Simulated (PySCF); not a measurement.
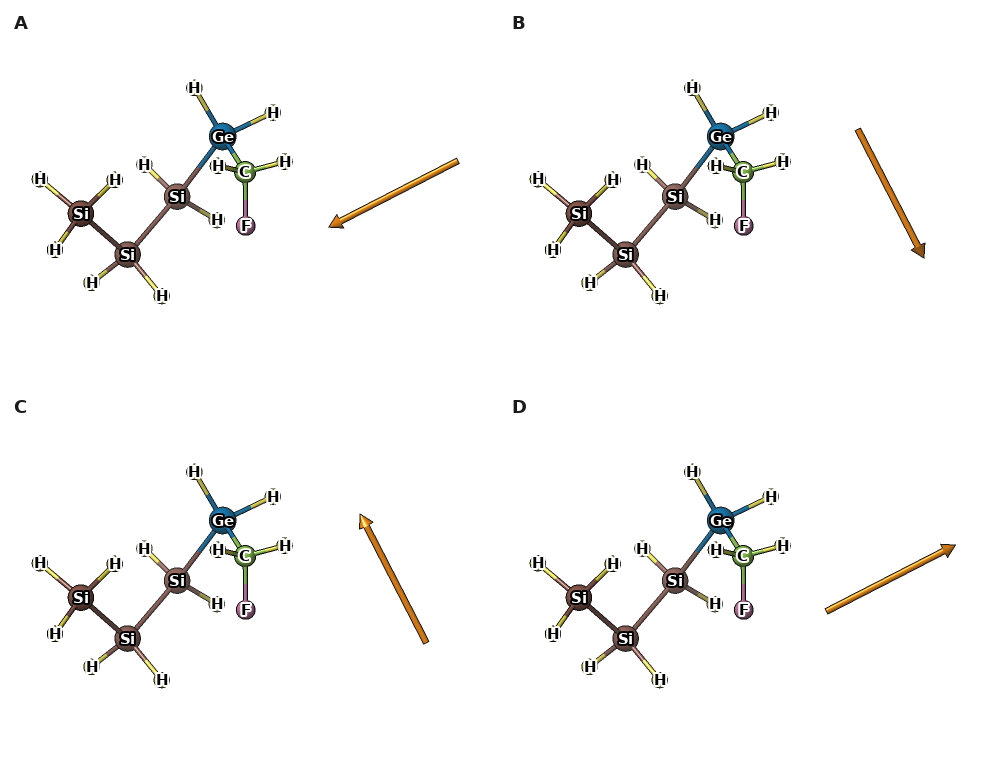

The same molecule four times, each with an arrow. The geometry was computed by an optimisation with GFN2-xTB. No frequency run is at hand to confirm it as a minimum. Properties computed with ωB97X-D/def2-SVPD, gas phase (PySCF 2.14.0).

Which arrow points along the dipole moment, from the negative to the positive end?

C. The dipole moment is 0.81 D.

The geometry is semi-empirical. Around Ge, Si such bond lengths and angles can be off by a tenth of an ångström or more and by several degrees, and values that hang on the shape move with them.
